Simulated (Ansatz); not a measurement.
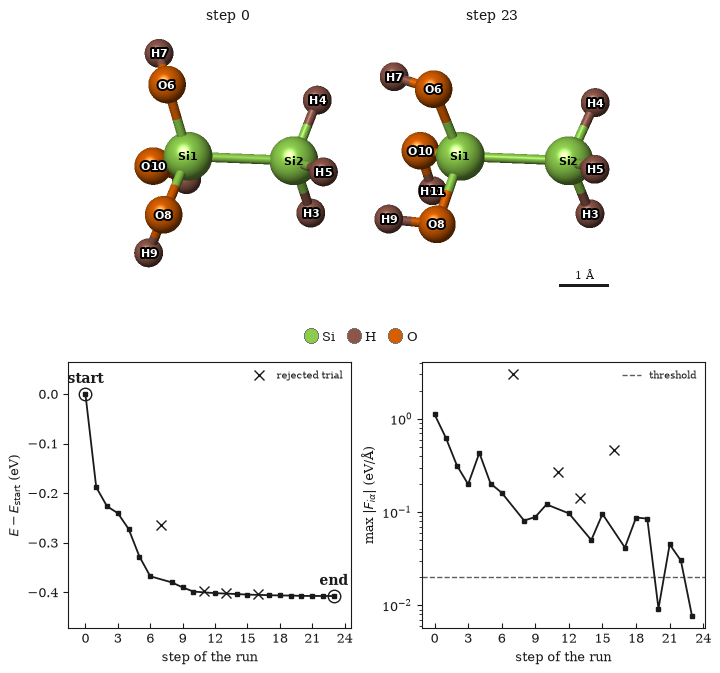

First and last geometry of a relaxation of Si2H6O3, with the history of the run. Style: ball-and-stick. Shown face on.

The run prepares the start of a later molecular dynamics calculation, from a guessed geometry.

Theory: RKS PBE0-D4/STO-3G (Ansatz 0.2.0).

Input file:
```yaml
crystal:
  periodic: [false, false, false]
  atoms:
    - { symbol: Si, position_ang: [0.0, 0.0, 0.0] }
    - { symbol: Si, position_ang: [0.0, 0.0, 2.22] }
    - { symbol: H, position_ang: [-1.3148, -0.4067, 2.7074] }
    - { symbol: H, position_ang: [1.0096, -0.9353, 2.7074] }
    - { symbol: H, position_ang: [0.3052, 1.342, 2.7074] }
    - { symbol: O, position_ang: [1.5842, 0.0, -0.5594] }
    - { symbol: H, position_ang: [1.9006, -0.9521, -0.6761] }
    - { symbol: O, position_ang: [-0.7913, 1.3709, -0.5594] }
    - { symbol: H, position_ang: [-1.7491, 1.1401, -0.7818] }
    - { symbol: O, position_ang: [-0.7913, -1.3709, -0.5594] }
    - { symbol: H, position_ang: [-1.2459, -1.8365, 0.2129] }
basis:
  gaussian: { orbitals: STO-3G }
hamiltonian:
  xc: pbe0
  dispersion: d4
relax:
  f_tol: 0.02
  max_steps: 40
```

Run as
```bash
ansatz run input.yaml --threads 1 --pin off --max-ram 2048MiB --backend cpu --events-out ev --progress --plain --runs-dir out
```

### Did the run converge, and what did it change?

It converged. The energy falls by 0.407 eV in 19 accepted moves (23 points after the start). Largest force component: 1.1 eV/Å at the start, 0.0077 eV/Å at the end. The line search rejected the trial steps at points 7, 11, 13, 16 of the run. The forces were under the threshold at step 20, but the run went on from there. The atom that moves furthest after the best rigid fit is H9 (0.91 Å). By element the largest moves are H 0.91 Å, O 0.47 Å, Si 0.24 Å. Some distances before and after: Si1–Si2 2.220 → 2.259 Å, Si1–O10 1.679 → 1.712 Å, Si2–H3 1.460 → 1.444 Å, O6–H7 1.010 → 1.016 Å. Among the angles between lasting bonds that change: Si2–Si1–O10 109.5° → 118.0°, O6–Si1–O10 109.5° → 101.1°, Si1–O6–H7 109.5° → 103.0°. Groups turn about Si1–O8 by about 90°, Si1–O10 by about 50°, Si1–O6 by about 50°.

```csv
step,"E − E(0), eV","largest force component, eV/Å",note
0,0.0000,1.1188,
1,-0.1879,0.6307,
2,-0.2264,0.3160,
3,-0.2402,0.1994,
4,-0.2722,0.4320,
5,-0.3277,0.2029,
6,-0.3675,0.1615,
7,-0.2648,3.0420,rejected
8,-0.3798,0.0812,
9,-0.3899,0.0888,
10,-0.3983,0.1210,
11,-0.3977,0.2703,rejected
12,-0.4014,0.0970,
13,-0.4014,0.1419,rejected
14,-0.4033,0.0502,
15,-0.4044,0.0955,
16,-0.4023,0.4669,rejected
17,-0.4056,0.0417,
18,-0.4061,0.0876,
19,-0.4063,0.0852,
20,-0.4070,0.0092,
21,-0.4072,0.0451,
22,-0.4072,0.0303,
23,-0.4073,0.0077,
```

Limits of the set-up: STO-3G is a minimal basis, so the numbers are rough.
